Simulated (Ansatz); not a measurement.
```yaml
atoms:
  - { symbol: Hf, position_ang: [-0.3330, -0.4148, 0.1849] }
  - { symbol: O, position_ang: [-0.6117, -0.5692, 2.0683] }
  - { symbol: H, position_ang: [-0.7632, -0.6640, 3.0099] }
  - { symbol: Cl, position_ang: [1.9932, -0.5168, -0.3190] }
  - { symbol: Cl, position_ang: [-1.3326, 1.5820, -0.6391] }
  - { symbol: O, position_ang: [-1.1721, -1.8812, -0.7020] }
  - { symbol: H, position_ang: [-1.6363, -2.6603, -1.0117] }
  - { symbol: Si, position_ang: [1.8759, 2.9129, 1.3141] }
  - { symbol: H, position_ang: [3.2539, 2.6305, 1.8042] }
  - { symbol: H, position_ang: [1.8595, 2.9651, -0.1703] }
  - { symbol: H, position_ang: [1.4034, 4.2127, 1.8708] }
  - { symbol: H, position_ang: [0.9655, 1.8365, 1.8011] }
```

Core potentials replace the inner electrons of Hf.

These are results of Ansatz, RKS B3LYP-D4/def2-SVP, not measurements.

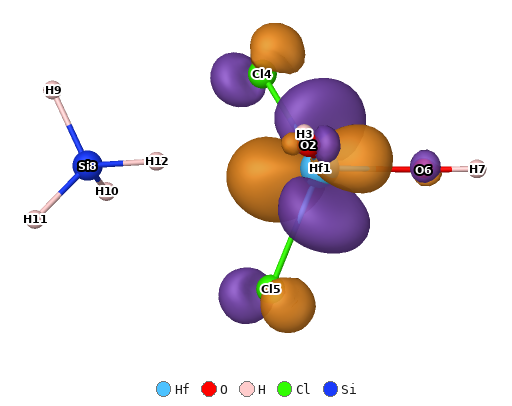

Cl$_{2}$H$_{2}$HfO$_{2}$···SiH$_{4}$. The LUMO at ±0.15 Å⁻³ᐟ² (orange and purple are the two phases), seen from one side.

Question: Where does this orbital lie, and at what energy?

Answer: By Hirshfeld shares it lies mainly on Hf1 (about 70 %), Cl4 (about 10 %) and Cl5 (about 10 %). Its energy is −0.83 eV.
